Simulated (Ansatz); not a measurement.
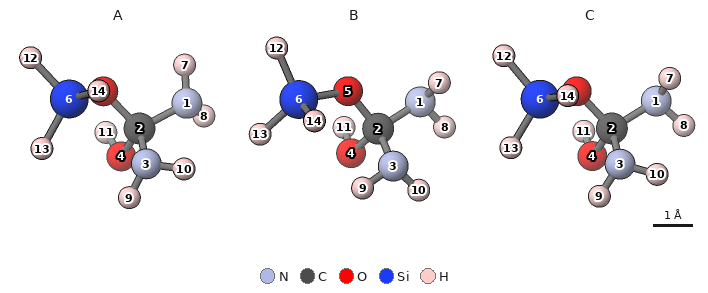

3 geometries from a converged minimum-energy path of CH₈N₂O₂Si, shuffled. A ball-and-stick model, seen at a tilt.

All numbers below come from RKS PBE0-D4/def2-mTZVP (Ansatz 0.2.0). Settings: 5 movable images; climbing image; force threshold 0.05 eV/Å; iteration limit 46; starting path by image-dependent pair potential.

Which of them lies highest in energy?

B. In order along the path, whose images run from 0 to 6: B (image 2, +2.16 kcal/mol), C (image 4, +0.52 kcal/mol), A (image 5, +0.14 kcal/mol). The motion is an umbrella inversion at N1. No bond forms or breaks between the ends. Among the angles between lasting bonds that change up to the highest image: C2–O5–Si6 121.7° → 127.8°, N3–C2–O5 107.3° → 109.9°.
